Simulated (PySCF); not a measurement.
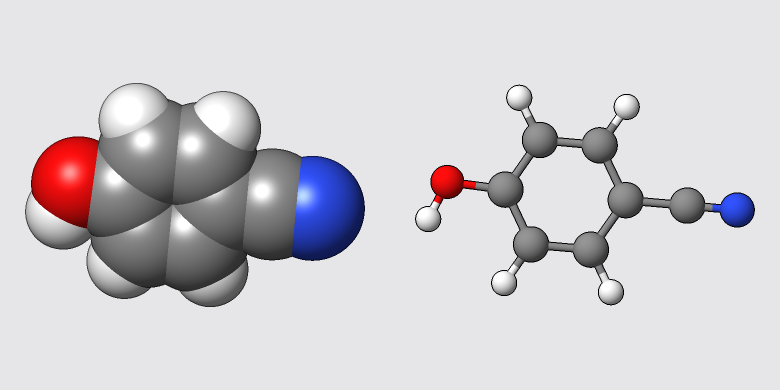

Two views of one molecule. Colours: nitrogen blue, carbon grey, oxygen red, hydrogen white.

Question: Give the formula.

Answer: C₇H₅NO, 14 atoms: 7 carbon, 5 hydrogen, 1 nitrogen and 1 oxygen.

Question: Does it have rings?

Answer: Independent rings (smallest set): 1 of 6 members, 1 of them aromatic.

Question: Count the bonded pairs by element.

Answer: 7 C–C, 4 C–H, 1 C–N, 1 C–O, 1 O–H.

Question: Name functional groups in it.

Answer: Among them: phenol, nitrile.

Question: What is the point group of this geometry?

Answer: Cs.

The parts below concern this one geometry. Atoms keep their numbers from picture to picture. The geometry was computed by an optimisation with PBE0-D3(BJ)/def2-TZVP. No frequency run is at hand to confirm it as a minimum.

## Geometry

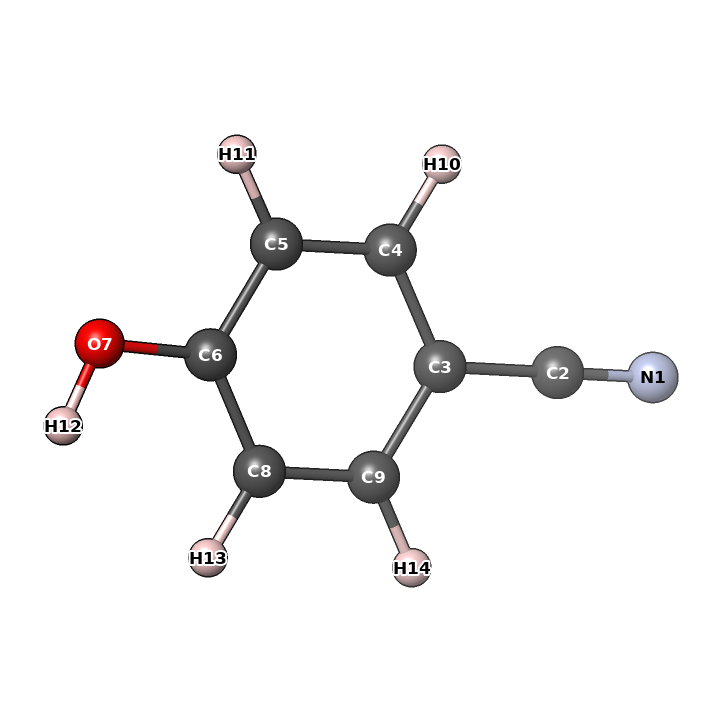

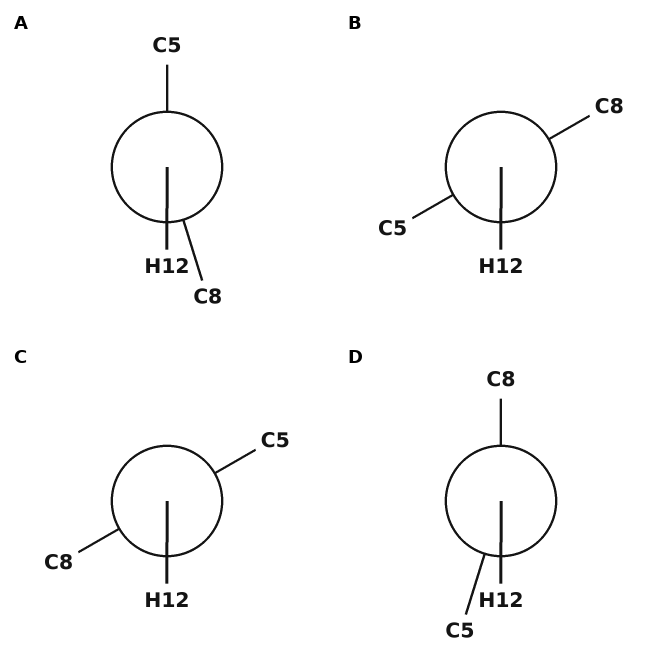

Distant atoms are faded towards the background colour. Bonds that would overlap in a projection are set slightly apart. No frequency run is at hand to confirm it as a minimum.

Question: Which Newman projection shows the view along O7–C6, with O7 in front?

Answer: A. The torsion angle H12–O7–C6–C5 is 180°, antiperiplanar (anti).

## Levels of theory compared

No frequency run is at hand to confirm it as a minimum. Program: PySCF 2.14.0.

Tabulate HOMO–LUMO gap (eV) at these levels: B97-2/pcSseg-2; KT3/pcSseg-2; PBE0/pcSseg-2; WP04/pcSseg-2 in chloroform (IEF-PCM); ωB97X-D/pcSseg-2; ωB97X-D/pcSseg-2 in chloroform (IEF-PCM).

```json
{"level": "B97-2/pcSseg-2", "HOMO–LUMO gap (eV)": "5.64"}
{"level": "KT3/pcSseg-2", "HOMO–LUMO gap (eV)": "4.12"}
{"level": "PBE0/pcSseg-2", "HOMO–LUMO gap (eV)": "5.91"}
{"level": "WP04/pcSseg-2 in chloroform (IEF-PCM)", "HOMO–LUMO gap (eV)": "4.92"}
{"level": "ωB97X-D/pcSseg-2", "HOMO–LUMO gap (eV)": "9.30"}
{"level": "ωB97X-D/pcSseg-2 in chloroform (IEF-PCM)", "HOMO–LUMO gap (eV)": "9.25"}
```

## Quadrupole coupling

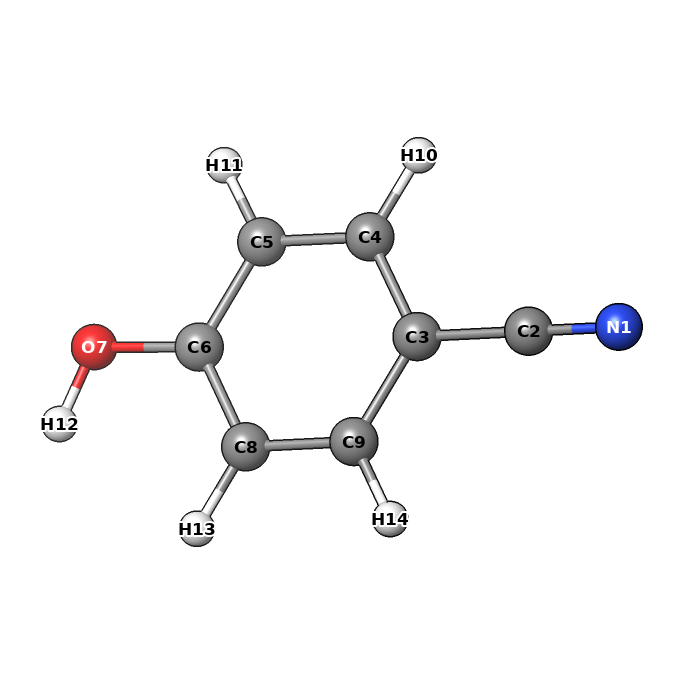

No frequency run is at hand to confirm it as a minimum. Electric field gradients from the ground-state density, PBE0/pcSseg-2 (PySCF 2.14.0), non-relativistic apart from any core potentials.

Give the largest field-gradient component, the quadrupole coupling constant and the asymmetry for 14N at N1 (Q = 20.44 mb), 17O at O7 (Q = −25.6 mb).

```
atom  V_zz (a.u.)  e²qQ/h (MHz)     η
  N1       −0.966         −4.64  0.15
  O7        1.671        −10.05  0.78
```

## NMR shielding

The questions are on isotropic NMR shieldings of the H atoms. No frequency run is at hand to confirm it as a minimum. Properties computed with GIAO ωB97X-D/pcSseg-2 NMR shielding, non-relativistic, IEF-PCM chloroform (PySCF 2.14.0).

Question: Which H atom is the most shielded (lowest chemical shift)?

Answer: H12 (26.10 ppm).

Question: Which H atom is the least shielded (highest chemical shift)?

Answer: H10 (23.49 ppm).

Question: How wide is the range of H shifts?

Answer: 2.61 ppm.

Give the isotropic NMR shieldings of the H atoms atom by atom.

```
atom  σ (ppm)
 H10    23.49
 H11    24.20
 H12    26.10
 H13    24.46
 H14    23.51
```
